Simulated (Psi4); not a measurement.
# InH2SO (SMILES [OH][In][SH]): UB3LYP/def2-QZVPP (density fitting, core potential, sweep point 6)

Aim: the vertical doublet–quartet gap of InH2SO at UB3LYP/def2-QZVPP (density fitting, core potential, sweep point 6), from 2 runs. 

Program for the calculation: Psi4 1.11.

## 1. The structure to begin with

InH2SO: 5 atoms, total charge 0, spin state doublet. As SMILES, `[OH][In][SH]`. Geometry: a GFN2-xTB relaxation, a rough one for these elements and not checked as a minimum. This is one conformer, not always the lowest.

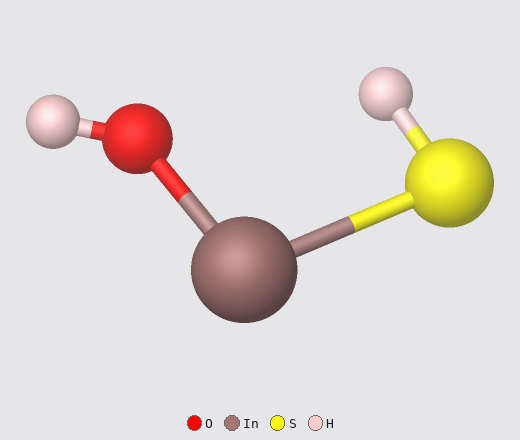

The structure, seen from a chosen angle (oxygen red, indium brown, sulfur yellow, hydrogen pink).

## 2. A single-point energy at UB3LYP/def2-QZVPP (density fitting, core potential, sweep point 6)

calc.dat reads:

```
memory 1600 MB

molecule molecule1 {
  0 2
  O      0.25488626     2.37736995     0.67996125
  In    -1.04292095    -0.79965651     2.24159313
  S     -0.27807320    -3.83011581    -1.47791701
  H      0.52815955     4.06083247     1.25680015
  H      0.53796723    -1.80844900    -2.70045643
  units au
  symmetry c1
}

set globals {
  basis def2-QZVPP
  reference uks
  puream true
  scf_type df
  dft_radial_points 99
  dft_spherical_points 590
  maxiter 100
}

energy("b3lyp")
```

The run is started by

```
psi4 -n 1 calc.dat calc.out
```

calc.out:

```text
[...]
    !!!  WARNING: ECP capability is in beta. Please check occupations closely.  !!!
[...]
  Running in c1 symmetry.
[...]
  Nuclear repulsion =  155.516773465981373
[...]
  Multiplicity = 2
[...]
  Nalpha       = 24
  Nbeta        = 23
[...]
    Number of basis functions: 269
[...]
   @DF-UKS iter   1:  -664.41617905329224   -7.79469e-01   4.42398e-03 ADIIS/DIIS
[...]
   @DF-UKS iter  11:  -664.93831609078211   -1.78583e-07   6.29555e-07 DIIS
[...]
   @S^2 Observed:                7.559410157E-01
[...]
    Orbital Energies [Eh]
    ---------------------
    Alpha Occupied:
       1A    -88.846760     2A    -19.111122     3A     -7.927716
       4A     -5.891316     5A     -5.888509     6A     -5.882710
       7A     -4.680911     8A     -3.086248     9A     -3.082572
      10A     -3.078529    11A     -0.965462    12A     -0.778377
      13A     -0.772769    14A     -0.770748    15A     -0.769724
      16A     -0.766258    17A     -0.707243    18A     -0.485360
      19A     -0.398588    20A     -0.353088    21A     -0.321179
      22A     -0.309314    23A     -0.258086    24A     -0.237196
    Alpha Virtual:
      25A     -0.063022    26A     -0.019223    27A     -0.011660
[...]
  @DF-UKS Final Energy:  -664.93831609078211
   => Energetics <=
    Nuclear Repulsion Energy =            155.5167734659813732
    One-Electron Energy =               -1300.7771527591321501
    Two-Electron Energy =                 522.2275746896830242
    DFT Exchange-Correlation Energy =     -41.9055114873142998
    Empirical Dispersion Energy =           0.0000000000000000
    VV10 Nonlocal Energy =                  0.0000000000000000
    Total Energy =                       -664.9383160907821093
[...]
 Multipole Moments:
 ------------------------------------------------------------------------------------
     Multipole            Electronic (a.u.)      Nuclear  (a.u.)        Total (a.u.)
 ------------------------------------------------------------------------------------
 L = 1.  Multiply by 2.5417464519 to convert [e a0] to [Debye]
 Dipole X            :        -12.2389456           11.9790515           -0.2598941
 Dipole Y            :          7.6772163           -7.1928537            0.4843625
 Dipole Z            :         36.2492482          -35.2119131            1.0373351
 Magnitude           :                                                    1.1739745
[...]
```

Wall time 40 s (1 thread of Intel Xeon 6975P-C (Granite Rapids), shared host); peak memory 1.3 GiB.

## 3. The quartet

calc.inp reads:

```
memory 1600 MB

molecule geom {
  0 4
  O      0.25488626     2.37736995     0.67996125
  In    -1.04292095    -0.79965651     2.24159313
  S     -0.27807320    -3.83011581    -1.47791701
  H      0.52815955     4.06083247     1.25680015
  H      0.53796723    -1.80844900    -2.70045643
  units bohr
  symmetry c1
}

set basis def2-QZVPP
set reference uks
set puream true
set scf_type df
set dft_radial_points 99
set dft_spherical_points 590
set maxiter 100

energy_value, wavefunction = energy("b3lyp", return_wfn=True)
```

The run is started by

```
psi4 calc.inp calc.out -n 1
```

calc.out:

```text
[...]
    !!!  WARNING: ECP capability is in beta. Please check occupations closely.  !!!
[...]
  Running in c1 symmetry.
[...]
  Nuclear repulsion =  155.516773465981373
[...]
  Multiplicity = 4
[...]
  Nalpha       = 25
  Nbeta        = 22
[...]
    Number of basis functions: 269
[...]
   @DF-UKS iter   1:  -664.14276178685247   -5.06052e-01   4.56432e-03 ADIIS/DIIS
[...]
   @DF-UKS iter  14:  -664.77939122411976   -9.03578e-08   3.21085e-07 DIIS
[...]
   @S^2 Observed:                3.758234820E+00
[...]
    Orbital Energies [Eh]
    ---------------------
    Alpha Occupied:
       1A    -88.951126     2A    -19.116555     3A     -8.030372
       4A     -5.998821     5A     -5.989154     6A     -5.985909
       7A     -4.655978     8A     -3.060782     9A     -3.056121
      10A     -3.055532    11A     -0.970873    12A     -0.814442
      13A     -0.749583    14A     -0.747042    15A     -0.746579
      16A     -0.742826    17A     -0.742563    18A     -0.488785
      19A     -0.474092    20A     -0.383575    21A     -0.378545
      22A     -0.339921    23A     -0.319998    24A     -0.244691
      25A     -0.105836
    Alpha Virtual:
[...]
  @DF-UKS Final Energy:  -664.77939122411976
   => Energetics <=
    Nuclear Repulsion Energy =            155.5167734659813732
    One-Electron Energy =               -1299.5688667902072666
    Two-Electron Energy =                 521.1396808069702047
    DFT Exchange-Correlation Energy =     -41.8669787068640034
    Empirical Dispersion Energy =           0.0000000000000000
    VV10 Nonlocal Energy =                  0.0000000000000000
    Total Energy =                       -664.7793912241197631
[...]
 Multipole Moments:
 ------------------------------------------------------------------------------------
     Multipole            Electronic (a.u.)      Nuclear  (a.u.)        Total (a.u.)
 ------------------------------------------------------------------------------------
 L = 1.  Multiply by 2.5417464519 to convert [e a0] to [Debye]
 Dipole X            :        -11.8010986           11.9790515            0.1779529
 Dipole Y            :          6.7689209           -7.1928537           -0.4239329
 Dipole Z            :         34.5509498          -35.2119131           -0.6609633
 Magnitude           :                                                    0.8051452
[...]
```

Run time: 49 s. Hardware: 1 thread of Intel Xeon 6975P-C (Granite Rapids), shared host; peak memory 1.3 GiB.

## 4. Outcome

Level: UB3LYP/def2-QZVPP (density fitting, core potential, sweep point 6).

```
                                        quantity          value
                           doublet: total energy  -664.93832 Eh
                          doublet: dipole moment         2.98 D
     doublet: HOMO energy (highest over α and β)       -6.45 eV
      doublet: LUMO energy (lowest over α and β)       -4.40 eV
                                   doublet: ⟨S²⟩          0.756
                           quartet: total energy  -664.77939 Eh
                          quartet: dipole moment         2.05 D
     quartet: HOMO energy (highest over α and β)       -2.88 eV
                                   quartet: ⟨S²⟩          3.758
vertical energy of the quartet above the doublet       4.325 eV
```

At this shape the quartet lies 4.32 eV (417 kJ/mol) above the doublet.
